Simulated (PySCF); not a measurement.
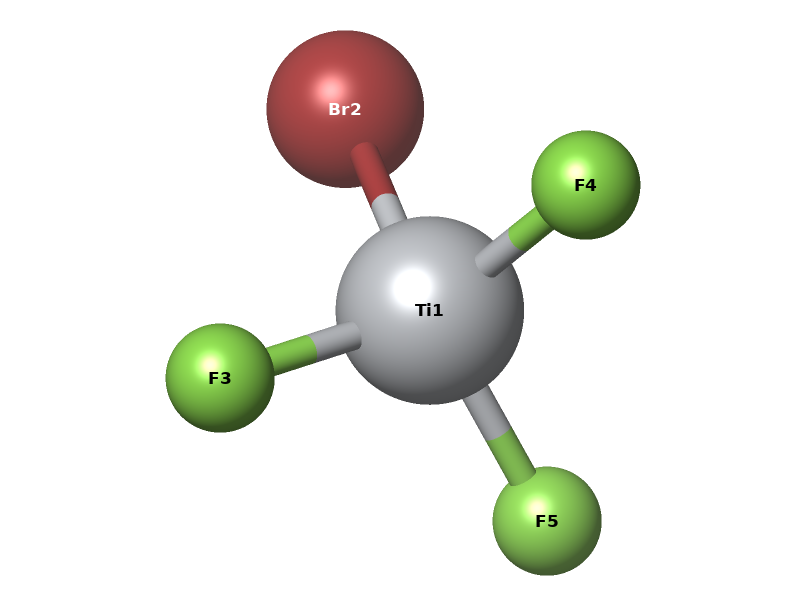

The species is neutral and a spin singlet. Computed geometry: PBE0-D3(BJ)/def2-SVP optimisation. No frequency run is at hand to confirm it as a minimum. Level of theory: delta-SCF UKS SCAN, pcX-2 on the ionised atom (unc-x2c-TZVPall on a metal), pcseg-1 elsewhere, spin-free X2C (PySCF 2.14.0).

Give the core-electron binding energies (to vacuum; p and d levels without spin–orbit splitting) of Ti1 2p, F3 1s.

| atom | level | binding energy (eV) |
| --- | --- | --- |
| Ti1 | 2p | 467.7 |
| F3 | 1s | 692.7 |
